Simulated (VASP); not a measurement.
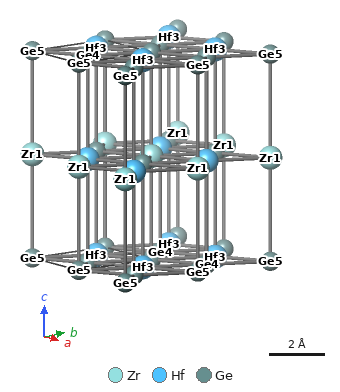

Crystalline Hf2ZrGe3 (a generated structure, set up in P-6m2), before the relaxation. A ball-and-stick model of the cell of the calculation, repeated 2 × 2 × 1 with one cell outlined, seen slightly off an axis.

The run lets cell and atoms move.

These are results of Kohn-Sham DFT of a periodic cell, PBE, VASP PAW PBE potentials, recommended in VASP 6.6.1, not measurements.

Input file:
```
PREC = Normal
ENCUT = 520
EDIFF = 1E-4
ISMEAR = 0
SIGMA = 0.15
LREAL = F
LASPH = T
NELM = 60
ALGO = Fast
ISIF = 3
LWAVE = F
LCHARG = F
GGA = PE
IBRION = 2
NSW = 24
EDIFFG = -0.08
```

Command:
```bash
cat potpaw_PBE.64/Zr_sv/POTCAR potpaw_PBE.64/Hf_pv/POTCAR potpaw_PBE.64/Ge_d/POTCAR > POTCAR
mpirun -np 1 vasp_std > vasp.out
```

The structure:
```
Zr Hf Ge
1.0
     4.38383    0.00000    0.00000
    -2.19192    3.79651    0.00000
     0.00000    0.00000    7.62243
Zr Hf Ge
1 2 3
Direct
  0.00000 0.00000 0.50000
  0.66667 0.33333 0.50000
  0.33333 0.66667 0.00000
  0.66667 0.33333 0.00000
  0.00000 0.00000 0.00000
  0.33333 0.66667 0.50000
```

Where does the relaxation end?

After 15 geometry steps the energy has fallen by 1402 meV per atom. All forces vanish by symmetry, so only the cell relaxes. Pressure: 27.16 GPa at the start and 0.09 GPa at the end. The atoms keep their places relative to the cell (all moves are under 0.005 Å). Cell: a = b 4.384 → 5.069 Å (+15.6 %), c 7.622 → 5.389 Å (−29.3 %). Volume −5.5 %. Near-neighbour distances that change, for instance: Hf2–Ge4 3.811 → 2.695 Å, Zr1–Ge5 3.811 → 2.695 Å, Ge4–Ge5 2.531 → 2.927 Å, Zr1–Hf2 2.531 → 2.927 Å. The space group stays P-6m2 (No. 187). At step 7 the optimiser overshot: the energy rose above the start, and later steps came back.

The end point in the same view:

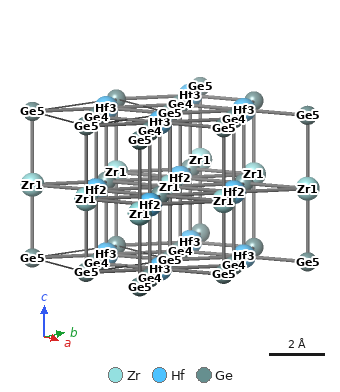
